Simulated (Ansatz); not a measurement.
**triplet CH7AlSi: levels of theory compared**

Aim: a comparison of 6 runs (UHF/3-21G, UCAM-B3LYP/cc-pVDZ, UPBE-QIDH/cc-pVDZ, UPBE/cc-pVDZ, UPBE0/cc-pVDZ, UCCSD/cc-pVDZ) of triplet CH7AlSi. 

The results are computed with Ansatz 0.2.0.

68 further runs of the same task are left out: 68 set aside as unsound or not needed.

**1. The structure to begin with**

The species is CH7AlSi (10 atoms), meant as a triplet with charge 0. As SMILES of the parent species, `[CH3][AlH][SiH3]`. The shape is that of a PBE0-D4/def2-TZVP optimisation. That shape belongs to the parent species and isn't relaxed for this state.

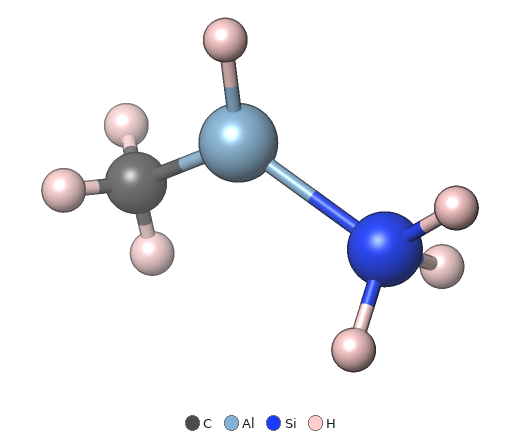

The structure, seen from a chosen angle (carbon dark grey, aluminium light blue, silicon blue, hydrogen pink).

**2. A single-point energy at UHF/3-21G (run 1)**

job.yaml

```yaml
crystal:
  periodic: [false, false, false]
  atoms:
    - {symbol: C, position_ang: [-1.428400, 0.967200, -0.792400]}
    - {symbol: Al, position_ang: [0.409100, 0.309500, -0.720900]}
    - {symbol: Si, position_ang: [1.161700, -1.107300, 1.145400]}
    - {symbol: H, position_ang: [-1.909200, 0.659300, -1.727500]}
    - {symbol: H, position_ang: [-2.050600, 0.624100, 0.036600]}
    - {symbol: H, position_ang: [-1.438000, 2.063000, -0.790400]}
    - {symbol: H, position_ang: [1.416900, 0.709200, -1.887700]}
    - {symbol: H, position_ang: [0.334900, -2.347600, 1.241000]}
    - {symbol: H, position_ang: [1.000200, -0.395000, 2.448500]}
    - {symbol: H, position_ang: [2.586600, -1.533600, 1.050400]}
basis:
  gaussian:
    orbitals: 3-21G.json
magnetization:
  spin_polarized: true
  initial_magnetization: 2
total_charge: 0
output:
  orbitals: {seedname: orbitals}
accuracy: high
hamiltonian:
  xc: hf
```

The basis set 3-21G is read from a file made from the Basis Set Exchange's data (not shown).

On the command line:

```
$ ansatz run job.yaml --threads 1 --pin off --max-ram 3480MiB --events-out events.jsonl --progress --plain --runs-dir runs
```

Standard output:

```text
Warning: RAYON_NUM_THREADS=1 ignored (pool sized by the plan → 1); use --threads N
Functional definition: HF
  name "HF"
  exchange = exact_x
  correlation = 0
1146 factors; integrals over basis functions are off by at most 6.3e-9 eV
mean field evaluation 1: about -15495.9260 eV, gradient 1.4e1 eV
mean field evaluation 2: about -15496.1830 eV, gradient 1.5e1 eV
mean field evaluation 4: about -15497.7352 eV, gradient 1.8e0 eV
mean field evaluation 8: about -15497.7967 eV, gradient 3.8e-1 eV
mean field evaluation 16: about -15497.8056 eV, gradient 3.7e-6 eV
mean field evaluation 32: about -15497.3113 eV, gradient 1.1e0 eV
mean field evaluation 64: about -15496.9938 eV, gradient 6.8e-1 eV
mean field -15497.80558508 eV, -569.5338504617 hartree, gradient 9.5e-8 eV, S^2 2.005436; 1 other end points of the search recorded, 0 dependent functions left out
reference -15497.80558508 eV, -569.5338504617 hartree; 21, 19 occupied and 28, 30 virtual orbitals, 1146 factors
Total energy: -15497.80558508 eV, -569.5338504617 hartree
```

Wall time 1.4 s (1 thread of Arm Neoverse V1, shared host); peak memory 0.13 GiB.

**3. The energy at UCAM-B3LYP/cc-pVDZ (run 2)**

run.yaml

```yaml
crystal:
  periodic: [false, false, false]
  atoms:
    - symbol: C
      position_ang: [-1.428400, 0.967200, -0.792400]
    - symbol: Al
      position_ang: [0.409100, 0.309500, -0.720900]
    - symbol: Si
      position_ang: [1.161700, -1.107300, 1.145400]
    - symbol: H
      position_ang: [-1.909200, 0.659300, -1.727500]
    - symbol: H
      position_ang: [-2.050600, 0.624100, 0.036600]
    - symbol: H
      position_ang: [-1.438000, 2.063000, -0.790400]
    - symbol: H
      position_ang: [1.416900, 0.709200, -1.887700]
    - symbol: H
      position_ang: [0.334900, -2.347600, 1.241000]
    - symbol: H
      position_ang: [1.000200, -0.395000, 2.448500]
    - symbol: H
      position_ang: [2.586600, -1.533600, 1.050400]
basis:
  gaussian: {orbitals: cc-pVDZ}
magnetization: {spin_polarized: true, initial_magnetization: 2}
hamiltonian: {xc: {name: CAM-B3LYP}}
accuracy: high
output: {orbitals: {seedname: orbitals}}
```

On the command line:

```
$ ansatz run run.yaml --threads 1 --pin off --max-ram 3480MiB --events-out events.jsonl --progress --plain --runs-dir runs
```

Standard output, cut to the lines that bear on the results:

```text
Warning: RAYON_NUM_THREADS=1 ignored (pool sized by the plan → 1); use --threads N
Functional definition: CAM-B3LYP
  name "CAM-B3LYP"
[...]
2025 factors; integrals over basis functions are off by at most 3.9e-9 eV
490 factors; integrals over basis functions are off by at most 1.9e-9 eV
[...]
mean field -15620.53459169 eV, -574.0440582662 hartree, gradient 3.5e-8 eV, S^2 2.003119; 2 other end points of the search recorded, 0 dependent functions left out
reference -15620.53461446 eV, -574.0440591028 hartree; 21, 19 occupied and 64, 66 virtual orbitals, 2025 factors
Total energy: -15620.53461446 eV, -574.0440591028 hartree
```

Wall time 21 s (1 thread of Arm Neoverse V1, shared host); peak memory 0.47 GiB.

Runs 3 to 5 aren't shown in full; the table further down has their settings and results.

**4. A single-point energy at UCCSD/cc-pVDZ (run 6)**

job.yaml: that of step 2 with these lines changed.

```diff
@@ -15,3 +15,9 @@
   gaussian:
-    orbitals: 3-21G.json
+    orbitals: cc-pVDZ
+correlation:
+  method: ccsd
+  frozen_orbitals: {Al: 5, C: 1, H: 0, Si: 5}
+accuracy: high
+scf:
+  omitted_lower_state_checks: [cluster_reference, increment]
 magnetization:
@@ -19,7 +25 @@
   initial_magnetization: 2
-total_charge: 0
-output:
-  orbitals: {seedname: orbitals}
-accuracy: high
-hamiltonian:
-  xc: hf
```

On the command line:

```
$ ansatz run job.yaml --threads 1 --pin off --max-ram 3480MiB --events-out events.jsonl --progress --plain --runs-dir runs
```

Standard output:

```text
Warning: RAYON_NUM_THREADS=1 ignored (pool sized by the plan → 1); use --threads N
[... 13 lines left out ...]
11 core orbitals not correlated: weight in the atoms' cores, before any rotation towards them, 1.000 or more for the frozen orbitals, at most 0.000 for the correlated occupied ones
[... 31 lines left out ...]
Total energy: -15592.43082866 eV, -573.0112640241 hartree
Checks for a lower state left out: cluster_reference, increment
```

Wall time 35 s (1 thread of Arm Neoverse V1, shared host); peak memory 0.8 GiB.

**5. Overview of the runs**

```
run               level  frozen core orbitals  energy (Eh)  HOMO energy (eV)   ⟨S²⟩  wall time
  1           UHF/3-21G                     –  -569.533850             -5.40  2.005      1.4 s
  2  UCAM-B3LYP/cc-pVDZ                     –  -574.044059             -4.72  2.003       21 s
  3   UPBE-QIDH/cc-pVDZ                    11  -573.577244             -5.10  2.005       20 s
  4        UPBE/cc-pVDZ                     –  -573.723109             -3.04  2.003       14 s
  5       UPBE0/cc-pVDZ                     –  -573.788107             -3.85  2.003       17 s
  6       UCCSD/cc-pVDZ                    11  -573.011264                 –  2.007       35 s
```

**6. Outcome**

| quantity | value |
| --- | --- |
| run 6: total energy | -573.01126 Eh |
| run 6: correlation energy (11 core orbitals frozen) | -368.7 mEh |
| run 6: ⟨S²⟩ of the reference determinant | 2.007 |
| run 6: T1 diagnostic | 0.022 |

Totals of different functionals can't be ranked against each other. All runs together took 1.8 min, the longest 35 s.
